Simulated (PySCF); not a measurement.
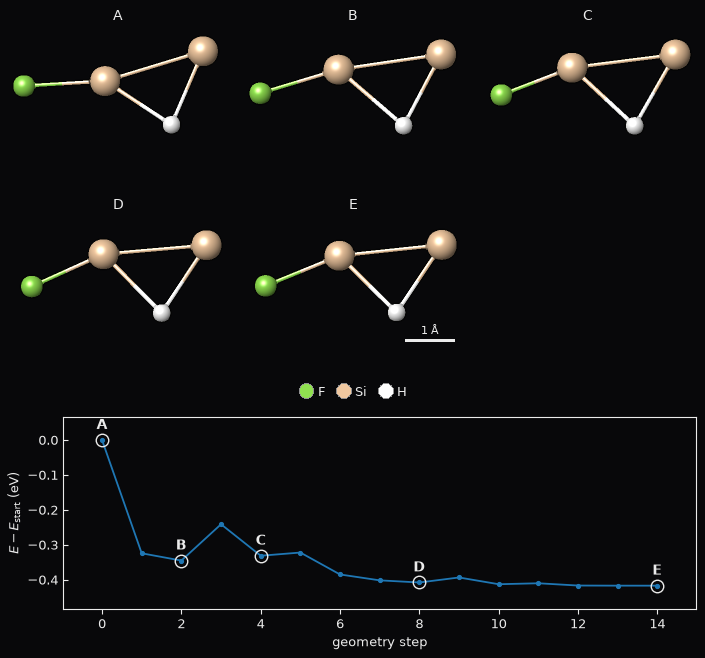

Frames of a relaxation of Si₂HF, marked on the history of the run. The picture is a ball-and-stick view, seen at a tilt.

It is one of the separated reactants of a reaction.

These are results of RKS PBE-D4/def2-SVP, density fitting (PySCF 2.14.0), not measurements. 

Question: Describe the path.

Answer: The largest move after the best rigid fit is that of a Si atom, 0.35 Å. Largest moves by element: Si 0.35 Å, F 0.30 Å, H 0.21 Å. Among the contacts that change: F–Si 1.710 → 1.637 Å, H–Si 1.674 → 1.729 Å, Si–Si 2.104 → 2.128 Å. Bond angles that change, for instance: F–Si–H 144.1° → 112.3°, F–Si–Si 160.8° → 163.2°. After 14 geometry steps the energy has fallen by 0.417 eV. Cost: 38 s on 2 threads of Arm Neoverse V1, with other jobs on the host. From step 0 to 2: a Si atom moves most (0.31 Å), energy −0.345 eV. From step 2 to 4: F and Si atoms move most (0.14 Å), energy +0.014 eV. From step 4 to 8: the H atom moves most (0.08 Å), energy −0.077 eV. From step 8 to 14: a Si atom moves most (0.09 Å), energy −0.009 eV.

| step | E − E(0), eV |
| --- | --- |
| 0 | 0.0000 |
| 1 | -0.3241 |
| 2 | -0.3450 |
| 3 | -0.2410 |
| 4 | -0.3311 |
| 5 | -0.3220 |
| 6 | -0.3848 |
| 7 | -0.4016 |
| 8 | -0.4077 |
| 9 | -0.3934 |
| 10 | -0.4127 |
| 11 | -0.4100 |
| 12 | -0.4164 |
| 13 | -0.4168 |
| 14 | -0.4168 |
